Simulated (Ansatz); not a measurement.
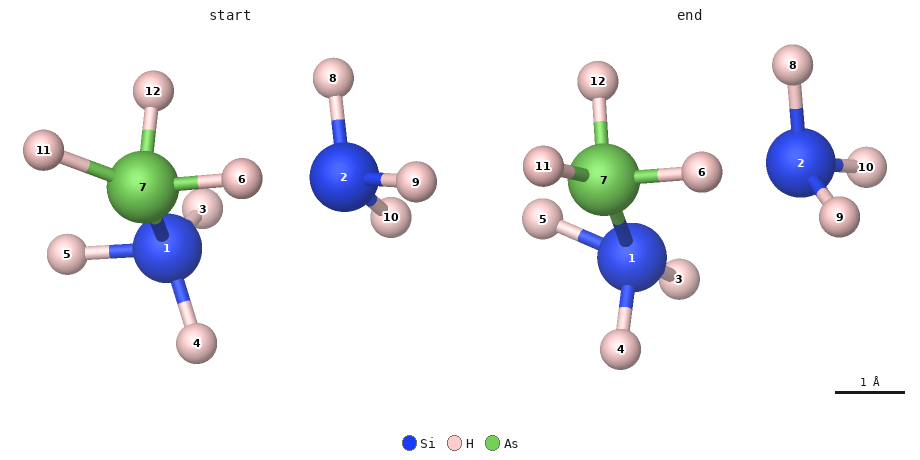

The structure of Si2AsH9 before (left) and after (right) a constrained relaxation, at one scale.

Style: ball-and-stick. Shown from a free direction.

The reaction that was planned forms Si1–As7, Si2–H6 and breaks Si1–Si2, H6–As7 (atoms numbered from 1 in input order).

Method: RKS PBE0-D4/def2-SVP in Ansatz.

Input
```yaml
crystal:
  periodic: [false, false, false]
  atoms:
    - {symbol: Si, position_ang: [-1.047000, -0.370200, -1.027100]}
    - {symbol: Si, position_ang: [0.680200, -0.969300, 1.299800]}
    - {symbol: H, position_ang: [-0.414700, -1.607200, -1.522000]}
    - {symbol: H, position_ang: [-2.263200, -0.616100, -0.244000]}
    - {symbol: H, position_ang: [-1.527300, 0.226400, -2.312500]}
    - {symbol: H, position_ang: [0.353700, 1.273600, 1.179400]}
    - {symbol: As, position_ang: [-0.169200, 1.675200, -0.222900]}
    - {symbol: H, position_ang: [2.014700, -0.937400, 0.657700]}
    - {symbol: H, position_ang: [0.940400, -0.766700, 2.738800]}
    - {symbol: H, position_ang: [0.232600, -2.369200, 1.265300]}
    - {symbol: H, position_ang: [0.002700, 3.101900, -1.081300]}
    - {symbol: H, position_ang: [1.197100, 1.359000, -0.731100]}
basis:
  gaussian: {orbitals: def2-SVP}
hamiltonian: {xc: pbe0, dispersion: d4}
relax: {f_tol: 0.04, max_steps: 150, escape_saddle: false, constraints: [{distance: [0, 6]}, {distance: [1, 5]}, {distance: [0, 1]}, {distance: [5, 6]}]}
```

Command:
```bash
ansatz run in.yaml --threads 8 --pin off --events-out ev --progress --plain --max-ram 19148MiB
```

### What changed between the two?

Over 15 accepted moves (18 points after the start) the energy falls by 10.2 kcal/mol. The largest force component goes from 0.66 to 0.023 eV/Å. The line search rejected the trial steps at points 3, 15, 17 of the run. The forces were under the threshold at step 6, but the run went on from there. The atom that moves furthest after the best rigid fit is H3 (1.07 Å). Largest moves by element: H 1.07 Å, Si 0.28 Å, As 0.22 Å. Some distances before and after: As7–H11 1.674 → 1.559 Å, Si2–As7 3.168 → 3.108 Å, Si1–H3 1.475 → 1.518 Å, Si1–H4 1.467 → 1.497 Å. Bond angles that change, for instance: H6–As7–H11 130.6° → 101.9°, H3–Si1–As7 132.8° → 157.4°, Si1–As7–H11 126.9° → 149.1°. Cost: 23 s on 8 threads of Arm Neoverse V1 (shared host).

Limits of the set-up: the start holds two separate molecules, 2.3 Å apart at their closest, whose relative position is a soft coordinate.
